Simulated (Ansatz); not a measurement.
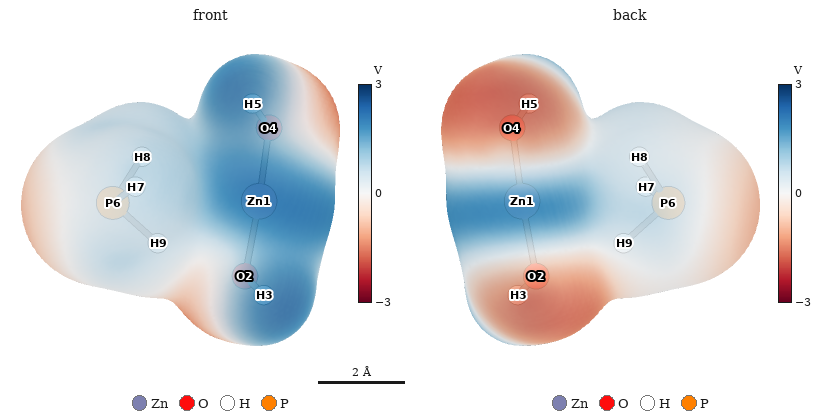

*H$_{2}$O$_{2}$Zn···PH$_{3}$. The electrostatic potential painted on the density surface at 0.002 e/bohr³, seen from the front and from behind; red is negative and blue positive.*

These are results of Ansatz, RKS PBE-D4/def2-SVP, not measurements.

```yaml
atoms:
  - { symbol: Zn, position_ang: [-0.2473, -0.0387, 0.1113] }
  - { symbol: O, position_ang: [-0.3682, 0.2922, 1.8687] }
  - { symbol: H, position_ang: [-0.9935, -0.3029, 2.3279] }
  - { symbol: O, position_ang: [-0.0006, -0.0557, -1.6552] }
  - { symbol: H, position_ang: [0.4287, -0.8835, -1.9409] }
  - { symbol: P, position_ang: [2.9709, -0.8422, 1.1932] }
  - { symbol: H, position_ang: [2.3927, -2.1479, 0.9651] }
  - { symbol: H, position_ang: [2.6633, -0.3926, -0.1524] }
  - { symbol: H, position_ang: [1.7550, -0.3213, 1.7521] }
```

Describe the electrostatic potential map.

Answer. The most negative region (about −1.8 V) lies over O4, the most positive (about +2.1 V) over Zn1 and H3. O4 is the likeliest acceptor of a hydrogen bond.
